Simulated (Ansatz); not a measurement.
# GeHSi2: the cost of one run

Computed with Ansatz 0.2.0, Gaussian basis. Level: cc-pVDZ, all electrons in the functionals, frozen cores in the correlation of double hybrids and RPA.

To be run: wB97M-V, HSE06, B2PLYP, RPA-PBE, at charge 0, doublet; charge 0, quartet; charge 1, singlet; charge 1, triplet; displaced geometry v1; displaced geometry v2 (not every functional at every point).

17 further runs of the same task are left out: 9 that didn't finish, 8 set aside as unsound or not needed.

## 1. The geometry

The geometry is a PBE0/def2-TZVP stationary point (not a proven minimum). No spin-orbit coupling is included. The filled d shell of Ge may be among the frozen orbitals whatever the setting's name suggests; the logs give the count.

4 atoms, charge 0, spin multiplicity 2.

Atoms are counted from 1 here; the program's logs count them from 0.

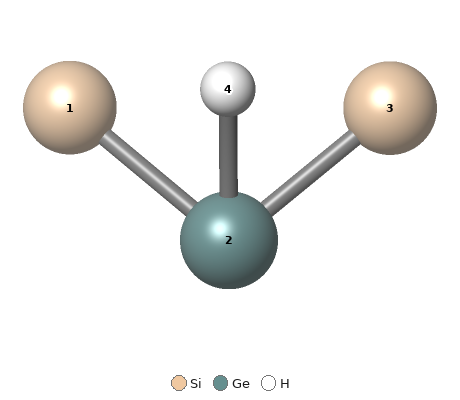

The structure; silicon light orange, germanium teal, hydrogen white; atoms are numbered from 1 in the order of the file.

No dispersion term is added; wB97M-V holds VV10 nonlocal correlation. HSE06 is the plane-wave form.

The geometry shown and the zero of energy belong to the point charge 0, doublet. The yardstick, UCCSD(T), and other wave-function levels (R restricted, U unrestricted, valence and pair active spaces) come from earlier runs.

## 2. wB97M-V, charge 0, doublet

in.yaml

```yaml
crystal:
  periodic: [false, false, false]
  atoms:
    - {symbol: Si, position_ang: [-0.025995, 0.826014, 1.739012]}
    - {symbol: Ge, position_ang: [0.007166, -0.650241, 0.000000]}
    - {symbol: Si, position_ang: [-0.025995, 0.826015, -1.739011]}
    - {symbol: H, position_ang: [0.932233, 0.828877, 0.000000]}
basis:
  gaussian: {orbitals: cc-pVDZ}
magnetization: {spin_polarized: true, initial_magnetization: 1}
hamiltonian: {xc: {name: wB97M-V}}
output: {forces: true, orbitals: {seedname: orbitals}}
```

The run is started by

```console
ansatz run in.yaml --threads 1 --pin off --events-out ev --progress --plain --max-ram 2393MiB
```

Q: Estimate wall time and peak memory on 1 thread of Arm Neoverse V2, shared host.

About 55 s, with a peak of 0.35 GiB.
